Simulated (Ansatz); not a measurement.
# BeNi (Pm-3m): phonons and vibrational spectra, part 2 of 2

How does BeNi (Pm-3m) vibrate, and is this structure a minimum?

Ansatz 0.2.0; DFT PBEsol, scalar-relativistic, plane waves, PAW; PAW set soft_1.

So far. Step 3 (Tight relaxation): The forces vanish by symmetry and the pressure is -0.004 GPa, within the tolerances set. The cell now holds 8.62 Å³/atom. The relaxed cell has a = 2.583 Å (conventional setting).

## 4. Modes at Γ

The zone centre comes first: it holds the modes that light can see, as far as symmetry allows. No field response is asked, since the mesh shows no gap.

Contents of input.yaml:

```yaml
crystal:
  lattice:
    - [2.5830747184, 0.0, 0.0]
    - [0.0, 2.5830747184, 0.0]
    - [0.0, 0.0, 2.5830747184]
  atoms:
    - { symbol: Be, position: [0.0, 0.0, 0.0] }
    - { symbol: Ni, position: [0.5, 0.5, 0.5] }
kpoints:
  mp_grid: { grid: [16, 16, 16] }
hamiltonian:
  xc: pbesol
  pseudopotentials: { kind: paw, azcp: { folder: soft_1 }, xc_functional: pbe }
scf:
  occupations: { method: methfessel_paxton, width: 0.2 }
output:
  eigenvalues: true
phonons:
  method: dfpt
```

On the command line:

```
$ ansatz run input.yaml --threads 4 --pin off --max-ram 10240MiB --backend cpu --events-out ev --progress --plain --runs-dir out
```

Numbers of over 12 decimals in the logs are rounded to 6 here.

Log:

```text
[...]
Crystal: 2 atoms, lattice volume = 17.235 Å³
Basis set: ecut = 420 eV, 341 PW (Γ), exchange–correlation on 36×36×36 points (8 copies of the dense FFT grid, shifted against one another)
Bands: 14, of which v1, the nominal top of the filled ones, is band 10 counted from 1 (9 counted from 0)
Symmetry: 48 space group operations
k-points: 405 of 4096 (irreducible under 8 space group operations, time reversal used)
[...]
SCF iter   1: F=—  HF=-5896.359592 eV  |F-HF|=—  |Δ(HF+E_count)|=         —  Δρ=3.26e-2  dr2=8.91e-2  ethr=3.10e-3  ⟨swp⟩=4.5  Hψ=26512  notcnv=0
[...]
SCF iter   8: F=-5896.312109 eV  HF=-5896.312109 eV  |F-HF|=9.09e-13  |Δ(HF+E_count)|=  1.46e-10  S|Δr|=    0.00e0  Δρ=1.06e-7  dr2=1.36e-12  ethr=1.00e-12  ⟨swp⟩=4.4  Hψ=26344  notcnv=0
the search or the solves at the SCF's close seem to have found levels that the self-consistency loop had missed (the run counts 2). By its estimate they hold under 1e-12 electrons; where the run keeps them, the occupations were computed again with them
SCF 1 converged in 8 iterations: F = -5896.312109 eV  dr2 = 1.36e-12
[...]
DFPT response loops at Γ: preconditioner auto → Kerker (q_TF=auto, 2.797 Å⁻¹) (partly filled bands, converged f_vac=0.000); β = 1.00, the filter's whole step (`scf.mixing.beta` (0.50) is not read by the response loops under this deck's `scf.mixing.preconditioner`; to damp them name `kerker` or `kerker_dos`, under which they read `scf.mixing.beta`, and type it under 1.00, their step now; both keys bind the ground state too); Broyden in place of MSR1
SCF converged after 8 iterations
[...]
Free energy (F): -5896.312109 eV
[...]
Internal energy: -5896.311108 eV  (E = F + TS)
E sigma→0 (E₀):  -5896.311859 eV
Entropy (-TS):   -0.001001 eV (-0.501 meV/atom)
Fermi energy:    15.136186 eV
Step filling:    the computed levels leave a gap of 0.0000 eV = 0.0 smearing widths at the electron count; against every level under it full and every level over it empty, smearing changes F+E_penalty+E_count by -0.875 meV and its σ→0 estimate by -0.624 meV
[...]
--- Band table (eV; the first three rows and the last of 405) ---
  k-point 0: bands = [... 6 lower, 11.4211, 13.7919, 13.7919, 13.7919, 22.0948, 22.0948, 22.0948, 29.4362]
  k-point 1: bands = [... 6 lower, 11.4372, 13.7430, 13.7430, 13.7952, 21.5908, 22.2227, 22.2227, 29.4538]
  k-point 2: bands = [... 6 lower, 11.4830, 13.6085, 13.6085, 13.8047, 20.4201, 22.5939, 22.5939, 29.5067]
  k-point 404: bands = [... 6 lower, 10.3728, 14.4234, 14.4234, 20.7853, 20.7853, 20.7853, 21.2992, 21.2992]
--- Phonons (Γ-DFPT): 2 representative perturbations + reference, on 405 of 4096 k-points (Σ response iterations 7) ---
  k mesh reduced under 8 symmetry operations, with k and −k counted as one. Each operation leaves every solved perturbation unchanged. A smaller set is not used because it would not reduce the number of displacements times k-points to solve
  ASR residual: 3.296e-5 → 0.000e0 eV/Å²; symmetrization residual: 4.495e-7 eV/Å²
  ASR residual per site (eV/Å²): 3.30e-5 9.04e-6
  Γ frequencies (cm⁻¹): 0.00 0.00 0.00 498.95 498.95 498.95
  non-analytic LO–TO correction: not included (Born effective charges unavailable; polar crystals: no LO–TO splitting at Γ)
```

Elapsed: 7.1 s, on 4 threads of Arm Neoverse V2, shared host; peak memory 0.58 GiB.

Reading the cycles: dr2 is the Hartree energy of the density residual (eV), the measure of convergence; HF is the Harris–Foulkes estimate of the energy, which meets the free energy F at convergence.

Numbers from this step:

| Item | Value |
| --- | --- |
| sum-rule residual before enforcement | 3.30e-5 eV/Å² |
| point group | m-3m |
| highest optical mode at the zone centre (no LO-TO term) | 498.9 cm⁻¹ |
| lowest optical zone-centre mode | 498.9 cm⁻¹ |

Patterns of degenerate modes are one choice out of their space. Modes at Γ, with each element's share of the kinetic energy:

```tsv
mode	frequency (cm⁻¹)	symmetry	Be %	Ni %
1	0.0	acoustic	13	87
2	0.0	acoustic	13	87
3	0.0	acoustic	13	87
4	498.9	T1u	87	13
5	498.9	T1u	87	13
6	498.9	T1u	87	13
```

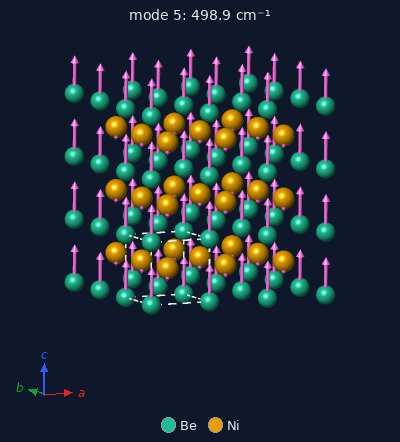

Displacement patterns of mode 5 at Γ; arrows are exaggerated. 3×3×3 cells are drawn. Some periodic images of atoms are drawn too.

Before it was imposed, the acoustic sum rule was missed by 3.3e-5 eV/Å². Small misses are needed for a sound result but don't prove that mesh and cutoff are converged. The lowest optical mode is real, 499 cm⁻¹.

## 5. Phonons on a q mesh

Stability and thermal properties need the whole zone. Linear response on a 4×4×4 q mesh gives force constants as far as a supercell of that size would.

Edit input.yaml of step 4 so:

```diff
@@ -19 +19,8 @@
   method: dfpt
+  qmesh: [4, 4, 4]
+  temperatures: { t_max: 1000, t_step: 50 }
+  qpath:
+    path:
+      - [[0.0, 0.0, 0.0], [0.0, 0.5, 0.0], [0.5, 0.5, 0.0], [0.0, 0.0, 0.0], [0.5, 0.5, 0.5], [0.0, 0.5, 0.0]]
+      - [[0.5, 0.5, 0.5], [0.5, 0.5, 0.0]]
+    npoints: 10
```

Log:

```text
[...]
Crystal: 2 atoms, lattice volume = 17.235 Å³
Basis set: ecut = 420 eV, 341 PW (Γ), exchange–correlation on 36×36×36 points (8 copies of the dense FFT grid, shifted against one another)
Bands: 14, of which v1, the nominal top of the filled ones, is band 10 counted from 1 (9 counted from 0)
Symmetry: 48 space group operations
k-points: 165 of 4096
[...]
SCF iter   1: F=—  HF=-5896.359598 eV  |F-HF|=—  |Δ(HF+E_count)|=         —  Δρ=3.26e-2  dr2=8.91e-2  ethr=3.10e-3  ⟨swp⟩=4.5  Hψ=10816  notcnv=0
[...]
SCF iter   8: F=-5896.312109 eV  HF=-5896.312109 eV  |F-HF|=2.73e-12  |Δ(HF+E_count)|=  1.48e-10  S|Δr|=    0.00e0  Δρ=1.05e-7  dr2=1.34e-12  ethr=1.00e-12  ⟨swp⟩=4.4  Hψ=10774  notcnv=0
[...]
SCF 1 converged in 8 iterations: F = -5896.312109 eV  dr2 = 1.34e-12
[...]
SCF iter   1: F=—  HF=-5896.312102 eV  |F-HF|=—  |Δ(HF+E_count)|=         —  Δρ=3.10e-7  dr2=6.16e-12  ethr=3.29e-8  ⟨swp⟩=3.0  Hψ=17683  notcnv=0
eigensolver tolerance schedule: the retry pair's looser diagonalisation over-reported the residual by 1069264.07 of it (diagonalisation noise at an unbounded share of the residual, at the tolerance the schedule requests for it); recorded, not acted on — ethr = c·dr2/N_el stays at c = 1.0e-1
[...]
SCF iter   2: F=—  HF=-5896.312109 eV  |F-HF|=—  |Δ(HF+E_count)|=   7.59e-6  S|Δr|=    0.00e0  Δρ=3.75e-7  dr2=1.23e-11  ethr=1.00e-12  ⟨swp⟩=6.2  Hψ=10175  notcnv=0
SCF iter   3: F=-5896.312109 eV  HF=-5896.312109 eV  |F-HF|=9.09e-13  |Δ(HF+E_count)|=    0.00e0  S|Δr|=    0.00e0  Δρ=1.73e-7  dr2=2.58e-12  ethr=1.00e-12  ⟨swp⟩=1.0  Hψ=5295  notcnv=0
SCF 2 converged in 3 iterations: F = -5896.312109 eV  dr2 = 2.58e-12
phonons: the bands overlap, so this run is a metal and interpolates without the dipole-dipole term. If the crystal is really an insulator or semiconductor, its LO-TO splitting is missing
NSCF: frozen V_eff on 165 k-points
[...]
DFPT response loops at q = (0, 0, 0) (fractional): preconditioner auto → Kerker (q_TF=auto, 2.797 Å⁻¹) (partly filled bands, converged f_vac=0.000); β = 1.00, the filter's whole step (`scf.mixing.beta` (0.50) is not read by the response loops under this deck's `scf.mixing.preconditioner`; to damp them name `kerker` or `kerker_dos`, under which they read `scf.mixing.beta`, and type it under 1.00, their step now; both keys bind the ground state too); Broyden in place of MSR1
[...]
SCF converged after 8 iterations
[...]
Free energy (F): -5896.312109 eV
[...]
Internal energy: -5896.311108 eV  (E = F + TS)
E sigma→0 (E₀):  -5896.311859 eV
Entropy (-TS):   -0.001001 eV (-0.501 meV/atom)
Fermi energy:    15.136186 eV
[...]
--- Band table (eV; the first three rows and the last of 165) ---
  k-point 0: bands = [... 6 lower, 11.4211, 13.7919, 13.7919, 13.7919, 22.0948, 22.0948, 22.0948, 29.4362]
  k-point 1: bands = [... 6 lower, 11.4372, 13.7430, 13.7430, 13.7952, 21.5908, 22.2227, 22.2227, 29.4538]
  k-point 2: bands = [... 6 lower, 11.4830, 13.6085, 13.6085, 13.8047, 20.4201, 22.5939, 22.5939, 29.5067]
  k-point 164: bands = [... 6 lower, 10.3728, 14.4234, 14.4234, 20.7853, 20.7853, 20.7853, 21.2992, 21.2992]
--- Phonons (Γ-DFPT): 2 representative perturbations + reference (Σ response iterations 7) ---
  ASR residual: 3.298e-5 → 0.000e0 eV/Å²; symmetrization residual: 4.602e-7 eV/Å²
  ASR residual per site (eV/Å²): 3.30e-5 7.32e-6
  Γ frequencies (cm⁻¹): 0.00 0.00 0.00 498.95 498.95 498.95
--- Phonons (arbitrary-q DFPT): 10 irreducible q on the 4×4×4 mesh ---
  q = [0.0000, 0.0000, 0.0000] (star 1, of the zone-centre solve; hermiticity 1.29e-7, symmetrization 2.46e-12): -0.00 0.00 0.00 498.95 498.95 498.95
  q = [0.0000, 0.0000, 0.2500] (star 6, 4 solved perturbations in 4032 linear systems a pass and spin channel, the states on 1296 of 4096 k-point pairs; hermiticity 9.72e-8, symmetrization 3.45e-13): 138.95 138.95 196.19 501.86 501.86 503.63
[...]
q = [0.0000, 0.2500, -0.5000] (star 12, 6 solved perturbations on 1296 of 4096 k-point pairs; hermiticity 9.23e-8, symmetrization 4.75e-14): 188.18 202.97 229.55 494.82 502.96 503.39
[...]
sum rule: each row above includes the acoustic sum rule's correction from the zone centre's row sums; it moved no ω² by more than (1.00 cm⁻¹)²
  mesh force constants: q→R imaginary residual 2.36e-18; ASR residual 3.298e-5 → 0.000e0 eV/Å²; symmetrization residual 3.331e-15 eV/Å²
  interpolated dispersion: 62 rows × 6 modes
  density of states and harmonic sums: on the 24×24×24 q-mesh, interpolated from the force constants of a 4×4×4 supercell (no non-analytic term)
  largest difference from the sums on the solved wave vectors: F 1.03e-2 eV, S 1.44e-5 and C_V 4.02e-6 eV/K
  zero-point energy: 0.130457 eV/cell   skipped modes (ω ≤ 0): 3   left out of the sums: 3.62e-5 of the cell's modes: C_V's classical limit lies that fraction below 3 k_B per atom; for a crystal, a wire or a layer, F and S can be off by more, and a phonons.interpolated_qmesh denser along its periods is the remedy for the sampling
```

Elapsed: 3.4 min, on 4 threads; peak memory 1.7 GiB.

This step gave:

| Quantity | Value |
| --- | --- |
| lowest frequency on the path | 0 cm⁻¹ |
| highest frequency on the path or at a solved wavevector | 523.2 cm⁻¹ |
| mean frequency | 350.7 cm⁻¹ |
| Debye temperature (second moment) | 711 K |
| logarithmic mean frequency | 313.3 cm⁻¹ |
| lowest mode on the q mesh (acoustic modes at Γ apart) | 138.9 cm⁻¹ |
| zero-point energy per atom | 65.23 meV |
| heat capacity at 300 K | 19.4 J/(mol atoms K) |
| vibrational entropy at 300 K | 17.9 J/(mol atoms K) |
| edges of the widest gap between branches, on path and mesh | 273.4, 480.8 cm⁻¹ |

Frequencies (cm⁻¹) solved at each irreducible wavevector; negative means imaginary. Frequencies by wavevector, by row:

```tsv
q in reciprocal lattice units	star	mode 1	mode 2	mode 3	mode 4	mode 5	mode 6
0 0 0	1	0	0	0	498.9	498.9	498.9
0 0 0.25	6	138.9	138.9	196.2	501.9	501.9	503.6
0 0 -0.5	3	196.9	196.9	273.4	506.1	506.1	523.2
0 0.25 0.25	12	139.3	172.3	233.5	494.4	499.3	512.6
0 0.25 -0.5	12	188.2	203	229.6	494.8	503	503.4
0 -0.5 -0.5	3	179.1	179.1	211.2	480.8	499.4	499.4
0.25 0.25 0.25	8	192.7	192.7	233.1	498.9	498.9	503.8
0.25 0.25 -0.5	12	202.9	224.6	230.3	494.2	503.2	504.2
0.25 -0.5 -0.5	6	229.9	231.3	231.3	498.3	502.9	502.9
-0.5 -0.5 -0.5	1	251.9	251.9	251.9	506.9	506.9	506.9
```

Interpolated from a 4×4×4 q mesh. Phonon branches along the path, in cm⁻¹:

```tsv
point	branch 1	branch 2	branch 3	branch 4	branch 5	branch 6
Γ	0	0	0	499	499	499
X	197	197	273	506	506	523
M	179	179	211	481	499	499
Γ	0	0	0	499	499	499
R	252	252	252	507	507	507
X	197	197	273	506	506	523
jump to R	252	252	252	507	507	507
M	179	179	211	481	499	499
```

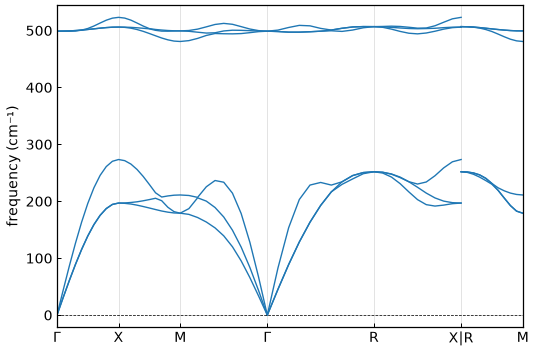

Phonon branches along the path.

The phonon density of states has structure finer than the step of the table below, so its rows give means over 25 cm⁻¹, whole bins alone (the curve runs from 2.5 to 522 cm⁻¹). Peaks (cm⁻¹: height): 232.5: 0.0530, 502.5: 0.211.

Tetrahedra on a 24×24×24 mesh, mean over bins of 5 cm-1. Interpolated from a 4×4×4 q mesh. The phonon density of states by wavenumber; means over each step:

```tsv
wavenumber (cm⁻¹)	phonon density of states (1/cm⁻¹/cell)
25	9.0e-5
50	4.3e-4
75	0.00106
100	0.00214
125	0.00410
150	0.00820
175	0.0205
200	0.0332
225	0.0357
250	0.0139
275	6.7e-4
300	0
325	0
350	0
375	0
400	0
425	0
450	0
475	0.00202
500	0.113
```

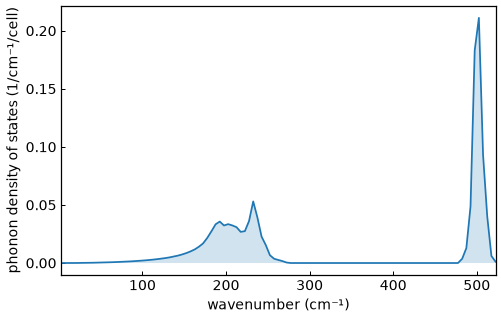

Phonon density of states against wavenumber.

The partial phonon density of states has structure finer than the step of the table below, so its rows give means over 25 cm⁻¹, whole bins alone (the curve runs from -10 to 548 cm⁻¹). Peaks (cm⁻¹: height): Be 502.9: 0.158; Ni 193.7: 0.0324, 232.4: 0.0426, 499.4: 0.0134.

Phonopy on the run's constants, 21x21x21 mesh, Gaussian sigma 4.0 cm-1. Interpolated from a 4×4×4 q mesh. Partial phonon density of states against wavenumber; means over each step; values in 1/cm⁻¹/cell:

```tsv
wavenumber (cm⁻¹)	Be	Ni
25	1.5e-5	1.0e-4
50	6.0e-5	4.0e-4
75	1.4e-4	9.7e-4
100	2.5e-4	0.00193
125	4.4e-4	0.00372
150	7.9e-4	0.00736
175	0.00178	0.0187
200	0.00166	0.0312
225	0.00174	0.0331
250	5.0e-4	0.0143
275	1.3e-5	7.8e-4
300	0	0
325	0	0
350	0	0
375	0	0
400	0	0
425	0	0
450	0	0
475	0.00345	1.2e-4
500	0.102	0.00714
525	0.00769	1.5e-4
```

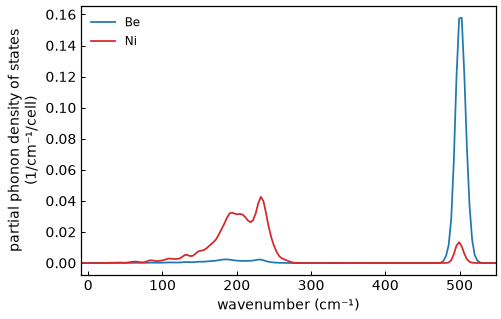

Partial phonon density of states, plotted against wavenumber.

Second derivatives of the energy by pair, one row for each kind of neighbour of each atom listed. Each entry sums the pair over the periodic images of the supercell that the q mesh stands for, and in a polar crystal it holds the long-range dipole part too. Force constants by pair, by row:

```tsv
atom	neighbour	distance (Å)	third of the trace (eV/Å²)	along the pair's line (eV/Å²)
Be1	itself	0	7.895	–
Be1	Ni	2.237	-0.8421	-2.594
Be1	Be	2.583	-0.0043	0.0332
Be1	Be	3.653	-4.00e-4	-0.0694
Be1	Ni	4.284	-0.0188	-0.0396
Be1	Be	4.474	-0.0938	-0.2626
Be1	Be	5.166	-0.0047	0.006
Be1	Ni	5.63	0.0028	0.0111
Be1	Be	5.776	0.0034	0.005
Ni2	itself	0	11.77	–
Ni2	Be	2.237	-0.8421	-2.594
Ni2	Ni	2.583	-0.6211	-1.84
Ni2	Ni	3.653	-0.1031	-0.2633
Ni2	Be	4.284	-0.0188	-0.0396
Ni2	Ni	4.474	0.0334	0.0986
Ni2	Ni	5.166	0.0198	0.1708
Ni2	Be	5.63	0.0028	0.0111
Ni2	Ni	5.776	0.0115	-0.0071
```

Harmonic thermodynamic functions per atom, from the density of states. Interpolated from a 4×4×4 q mesh. Thermodynamic functions, by row:

```tsv
T (K)	F_vib (meV/atom)	S (J/mol-atom/K)	C_V (J/mol-atom/K)
0	65.23	0	0
50	65.18	0.462	1.623
100	64.29	3.255	7.031
200	57.02	10.85	15.14
300	42.02	17.9	19.4
400	20.32	23.8	21.51
500	-6.98	28.74	22.64
600	-38.99	32.93	23.3
700	-75.04	36.55	23.71
800	-114.6	39.74	23.99
900	-157.3	42.58	24.19
1000	-202.8	45.13	24.33
```

Harmonic mean-square displacement, third of the trace. Interpolated from a 4×4×4 q mesh. Mean square displacements, by row:

```tsv
T (K)	Be1 U_eq (Å²)	Ni2 U_eq (Å²)
0	0.00417	0.00145
100	0.00438	0.00175
300	0.00617	0.00369
600	0.01033	0.00704
```

Symmetry leaves 10 wavevectors to solve. The lowest mode among them, the acoustic zeros apart, lies at q = (0, 0, 0.25) and is real, 139 cm⁻¹.

## 6. Another isotope

An isotope changes the mass and not the force constants, so no new electronic calculation is needed; the shifts show which modes move this element.

The same force constants with the mass of Ni changed from 58.693 to 63.928 u (phonopy, no LO-TO term). Both lists are sorted by frequency; levels can cross, so a row need not hold one and the same mode. Modes under 3 cm⁻¹ are left out. Isotope shifts, by row:

```tsv
q	rank	natural mass (cm⁻¹)	changed mass (cm⁻¹)
0 0 0	4	498.9	496.2
0 0 0	5	498.9	496.2
0 0 0	6	498.9	496.2
0 0 0.25	1	138.9	133.5
0 0 0.25	2	138.9	133.5
0 0 0.25	3	196.2	188.5
0 0 0.25	4	501.9	500.4
0 0 0.25	5	501.9	500.4
0 0 0.25	6	503.6	502.2
0 0 -0.5	1	196.9	188.7
0 0 -0.5	2	196.9	188.7
0 0 -0.5	3	273.4	262
0 0 -0.5	4	506.1	506.1
0 0 -0.5	5	506.1	506.1
0 0 -0.5	6	523.2	523.2
0 0.25 0.25	1	139.3	134.3
0 0.25 0.25	2	172.3	165.4
0 0.25 0.25	3	233.5	223.8
0 0.25 0.25	4	494.4	491.4
0 0.25 0.25	5	499.3	498.6
0 0.25 0.25	6	512.6	512.6
```

A mode of this element alone would shift by -4.18 %. The highest zone-centre frequency without the field goes from 498.9 to 496.2 cm⁻¹ (-0.5 %). The product of the frequency ratios over all optical modes at Γ is 0.984; the product rule, (m/m′)^(3k/2) (M′/M)^(3/2) with k = 1 such atoms and M the mass of the cell, gives 0.984.

## 7. What came out

```
space group after relaxation (within 0.01 Å)            : Pm-3m
volume per atom                                         : 8.62 Å³
electronic character                                    : no gap on this mesh
highest optical mode at the zone centre (no LO-TO term) : 499 cm⁻¹
lowest optical zone-centre mode                         : 499 cm⁻¹
lowest mode on the q mesh (acoustic modes at Γ apart)   : 139 cm⁻¹
highest frequency on the path or at a solved wavevector : 523 cm⁻¹
zero-point energy per atom                              : 65.2 meV
heat capacity at 300 K                                  : 19.4 J/(mol atoms K)
vibrational entropy at 300 K                            : 17.9 J/(mol atoms K)
Debye temperature (second moment)                       : 711 K
imaginary modes on the 4×4×4 q mesh                     : none
```

**Reading.** The structure is a minimum as far as tested: no mode is imaginary at the 10 irreducible wavevectors of the 4×4×4 mesh, and the softest away from the acoustic zeros lies at 139 cm⁻¹. The optical modes at Γ form one degenerate level at 499 cm⁻¹. The highest mode in this list at Γ, 498.9 cm⁻¹, is mostly motion of Be (87 % of the kinetic energy). On the path and the mesh, the widest gap between branches runs from 273 to 481 cm⁻¹. With no gap, or one that is small against the smearing, the frequencies hang on the k mesh and the smearing, most of all near Kohn anomalies. The phonon runs are without spin polarisation, although Ni often carries a moment. The PAW files were made for PBE and serve the other functionals too. These are harmonic frequencies at zero temperature: anharmonic shifts, linewidths and thermal expansion are left out.

[Logs are printed without paths, hosts, clocks, repeated set-up lines and the standing remarks that a program may print on its own settings, such as how far it seeks lower states.]

[Hosts, paths, dates, database ids (printed as entryN), source tags and the programs' standing remarks are cut or masked in the printed files.]
